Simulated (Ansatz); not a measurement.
Pressure series in MoSi2

Take MoSi2 (space group I4/mmm, No. 139; a = 3.2169 Å, c = 7.8730 Å) as the base.

Cell and atoms are relaxed at each pressure.

Level of theory: PBE/PAW in Ansatz (a program for electronic structure), no SOC.

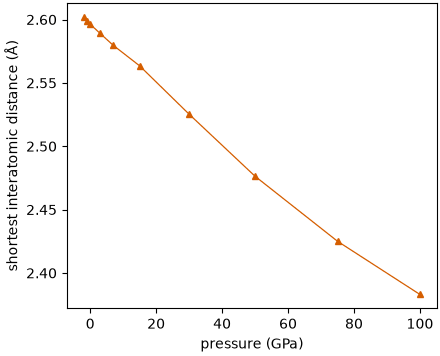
Fig. 1. Shortest interatomic distance against pressure

| pressure (GPa) | shortest interatomic distance |
|---|---|
| -2 | 2.602 Å |
| -1 | 2.599 Å |
| 3 | 2.589 Å |
| 7 | 2.580 Å |
| 15 | 2.563 Å |
| 30 | 2.525 Å |
| 50 | 2.476 Å |
| 75 | 2.425 Å |
| 100 | 2.383 Å |

Load acts through the strain it causes; cell and atoms are relaxed under it. No phonon test of stability was made. No other phases were tried under pressure. The final runs are not spin-polarised.
